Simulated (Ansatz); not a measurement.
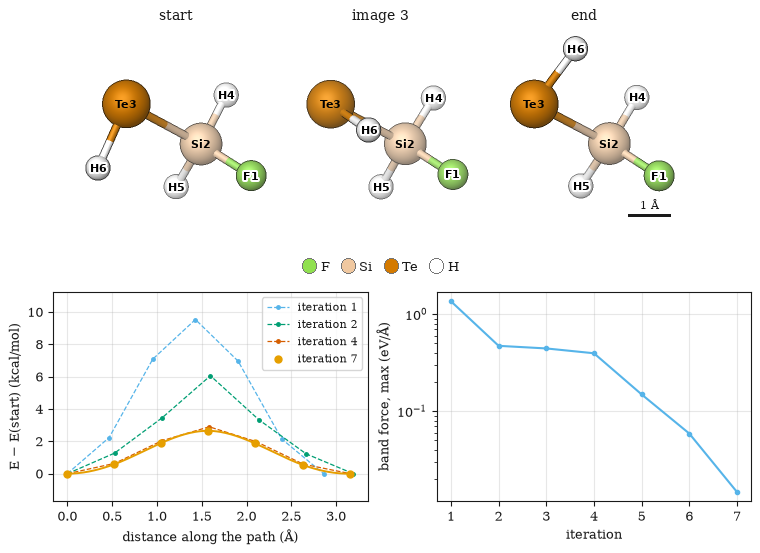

A search for the minimum-energy path of SiH₃TeF by the nudged elastic band. Images are numbered from 0 (start) to 6 (end). The plot follows the band through its iterations. A ball-and-stick model, seen at a tilt.

Level of theory: Ansatz 0.2.0, RKS revPBE-D4/def2-SVP.

Input
```yaml
crystal:
  periodic: [false, false, false]
  atoms:
    - { symbol: F, position_ang: [-1.887159, 0.04587, 0.210999] }
    - { symbol: Si, position_ang: [-0.404126, -0.108997, -0.486156] }
    - { symbol: Te, position_ang: [1.373289, -0.751561, 1.162758] }
    - { symbol: H, position_ang: [-0.466247, -1.227841, -1.483716] }
    - { symbol: H, position_ang: [-0.072161, 1.207878, -1.121755] }
    - { symbol: H, position_ang: [1.456413, 0.834641, 1.71788] }
basis:
  gaussian: { orbitals: def2-SVP }
hamiltonian:
  xc: revpbe
  dispersion: d4
neb:
  order_check: false
  images: 5
  f_tol: 0.05
  max_iterations: 60
  initial_path: idpp
  final_atoms:
    - { symbol: F, position_ang: [-1.88350587, 0.18809656, 0.19886421] }
    - { symbol: Si, position_ang: [-0.3931444, 0.10858546, -0.49499479] }
    - { symbol: Te, position_ang: [1.44817638, 0.70215093, 1.10307781] }
    - { symbol: H, position_ang: [-0.21173582, -1.29254367, -0.99816762] }
    - { symbol: H, position_ang: [-0.33187215, 1.12746756, -1.59469757] }
    - { symbol: H, position_ang: [1.37209086, -0.83376683, 1.78592796] }
```

Run as
```bash
ansatz run input.yaml --threads 1 --pin off --max-ram 2048MiB --backend cpu --events-out ev --progress --plain --runs-dir out
```

Question: Did the band converge, and can the barrier be trusted?

Answer: The result is final at these settings. The band converged in 7 iterations. The largest component of the band force went from 1.4 to 0.015 eV/Å. The climbing image converged on the top of the path. Its vibrational analysis gives one imaginary mode (188i cm⁻¹), as a transition state must have. The first iteration put the highest image at 9.54 kcal/mol. The two ends have the same energy, and the highest point, image 3, lies 2.65 kcal/mol above the start.

Cost: 71 s on 1 thread of Arm Neoverse V2, on a shared host, peak memory 0.13 GiB.
